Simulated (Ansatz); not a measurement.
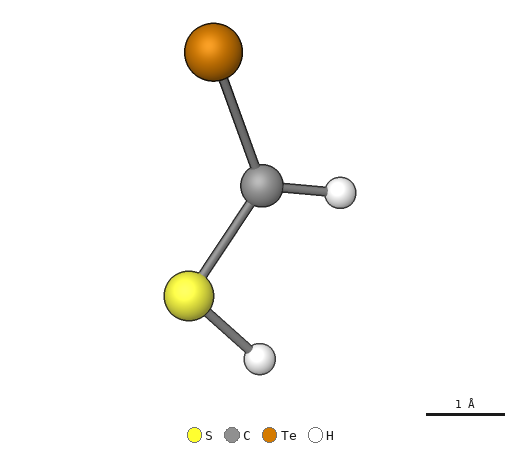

Ball-and-stick drawing of a structure. Every bond is drawn as one stick, whatever its order.

Identify the structure.

It has 5 atoms: 1 carbon, 2 hydrogen, 1 sulfur and 1 tellurium (CH₂STe). The point group is Cs. All atoms lie on one plane. Coordination: 1 S bent; 1 C trigonal planar.

More results for the same structure follow; atom numbers are the same in all pictures, views and colours differ. The geometry was computed by an optimisation with PBE0-D4/def2-TZVP. No frequency run is at hand to confirm it as a minimum.

### Geometry

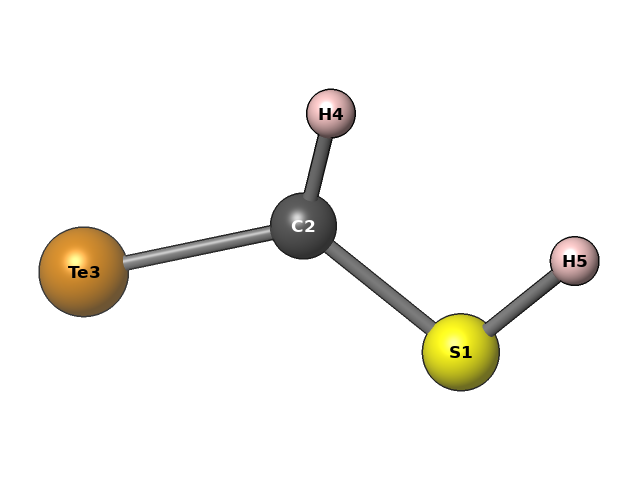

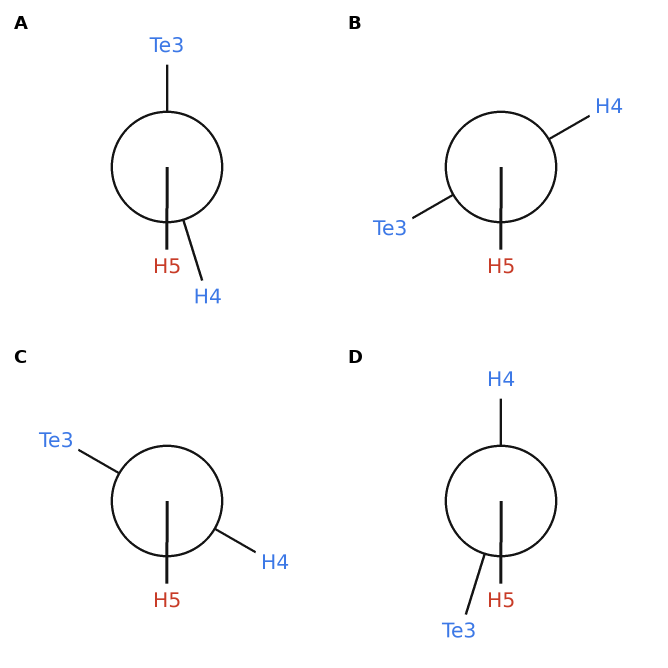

Atoms fade into the background with distance from the viewer. Bonds that would overlap in a projection are set slightly apart. No frequency run is at hand to confirm it as a minimum.

Question: Which Newman projection shows the view along S1–C2, with S1 in front?

Answer: A. The torsion angle H5–S1–C2–Te3 is 180°, antiperiplanar (anti).

### Electronic properties

No frequency run is at hand to confirm it as a minimum. Method: RKS PBE0-D4/def2-TZVPP, core potentials on Te (Ansatz 0.2.0).

What does the calculation give?

- HOMO energy (Kohn–Sham orbital): −5.92 eV
- LUMO energy (Kohn–Sham orbital): −2.71 eV
- HOMO–LUMO gap: 3.21 eV

### Charges

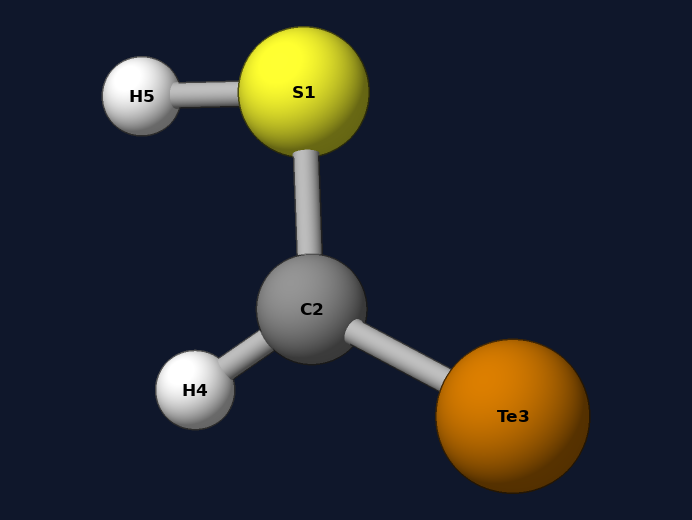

The questions are on Mulliken charges. No frequency run is at hand to confirm it as a minimum. Method: RKS PBE0-D4/def2-TZVP, core potentials on Te (Ansatz 0.2.0).

Question: Which atom carries the highest charge (most positive or least negative)?

Answer: H4 (0.17 e).

Question: And the lowest?

Answer: C2 (−0.30 e).

List the Mulliken charges.

| atom | value (e) |
| --- | --- |
| S1 | −0.01 |
| C2 | −0.30 |
| Te3 | −0.01 |
| H4 | 0.17 |
| H5 | 0.15 |

### Dipole moment

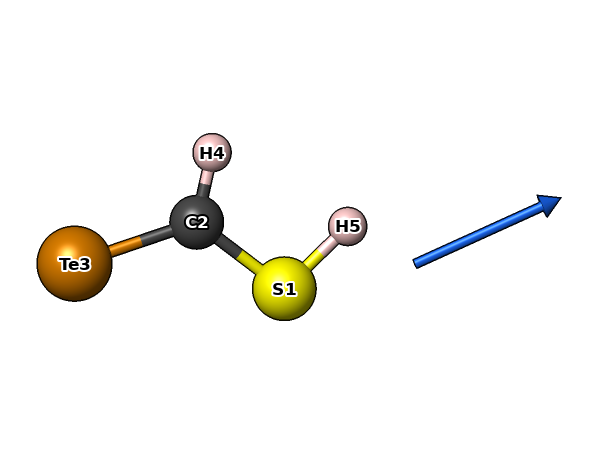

The arrow beside the molecule shows the direction of the dipole moment, from the negative to the positive end (its length means nothing). No frequency run is at hand to confirm it as a minimum. Level of theory: RKS PBE0-D4/def2-TZVP, core potentials on Te (Ansatz 0.2.0).

Question: Estimate the dipole moment.

Answer: 2.78 D; it points from the side of Te3 to the side of H5 (the outermost atoms at the two ends).

Mulliken values depend strongly on the basis set and can even reverse the polarity of a bond.
